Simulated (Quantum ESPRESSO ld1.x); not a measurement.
Atomic calculation for O⁺

- system: O⁺, configuration typed as [He] 2s2 2p3.
- method: radial all-electron Kohn-Sham run of Quantum ESPRESSO ld1.x with rel=0, dft='B3LPY' as typed

## Input file
```
 &input
    zed=8.0,
    iswitch=1,
    rel=0,
    dft='B3LPY',
    config='[He] 2s2 2p3',
    prefix='ld1',
    max_out_wfc=37,
    file_charge='ld1.rho',
 /
```

Hardware: 1 CPU thread, shared host.

Command:
```bash
OMP_NUM_THREADS=1 ld1.x < ld1.in > ld1.out
```

## Log
```
     Program LD1 v.7.5 starts

     --------------------------- All-electron run ----------------------------

     atomic number is  8.00
     dft =B3LPY   lsd =0 sic =0 latt =0  beta=0.20 tr2=1.0E-14
     Exchange-correlation= B3LPY
                           (   7  12   9   7   0   0   0)
     EXX-fraction              =        0.20
     mesh =1711 r(mesh) =  99.53989 a.u. xmin = -7.00 dx = 0.00800
     1 Ry =  13.60569312 eV

     n l     nl                  e(Ry)          e(Ha)          e(eV)
     1 0     1S 1( 2.00)       -39.2544       -19.6272      -534.0840
     2 0     2S 1( 2.00)        -2.9094        -1.4547       -39.5840
     2 1     2P 1( 3.00)        -1.8058        -0.9029       -24.5689

     final scf error:  3.5E-15 reached in  26 iterations

     Etot =    -148.910144 Ry,     -74.455072 Ha,   -2026.025721 eV

     Ekin =     148.516558 Ry,      74.258279 Ha,    2020.670708 eV
     Encl =    -345.118280 Ry,    -172.559140 Ha,   -4695.573405 eV
     Eh   =      63.575419 Ry,      31.787710 Ha,     864.987647 eV
     Exc  =     -15.883841 Ry,      -7.941921 Ha,    -216.110671 eV

     normalization and overlap integrals

     s(1S/1S) =  1.000000  <r> =   0.1997  <r2> =    0.0539  r(max) =   0.1291
     s(1S/2S) = -0.000000
     s(2S/2S) =  1.000000  <r> =   1.0864  <r2> =    1.4199  r(max) =   0.8526
     s(2P/2P) =  1.000000  <r> =   1.1098  <r2> =    1.5776  r(max) =   0.7746

     ------------------------ End of All-electron run ------------------------
```

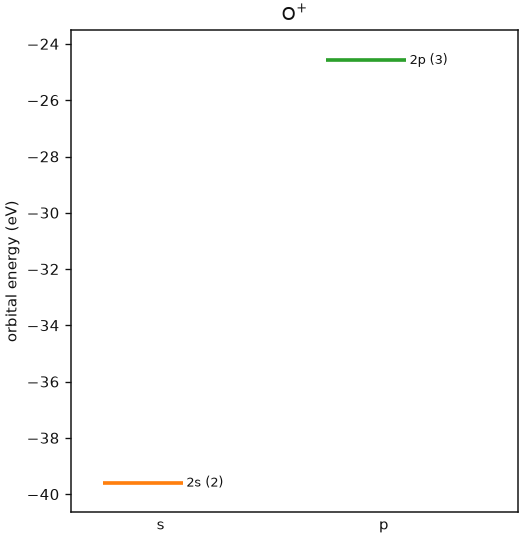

Figure 1. The outer levels are drawn (occupations in brackets). They are the filled levels of this odd run. The highest occupied level is 2p at −24.6 eV. From the top down the occupied levels run 2p (−24.6 eV), 2s (−39.6 eV).

## What the run reported

- outcome: converged
- total energy: −74.455072 hartree
- kinetic energy: 74.258279 hartree
- electron–nucleus energy: −172.559140 hartree
- Hartree energy: 31.787709 hartree
- exchange–correlation energy: −7.941921 hartree
- SCF iterations: 26
- wall time: 1.1 s

## What is odd here

This input holds a deliberate oddity: unknown functional. The program ran to the end, but it read the misspelt name as B3LYP, and ld1.x computes no exact exchange, so the result is not that of the hybrid.
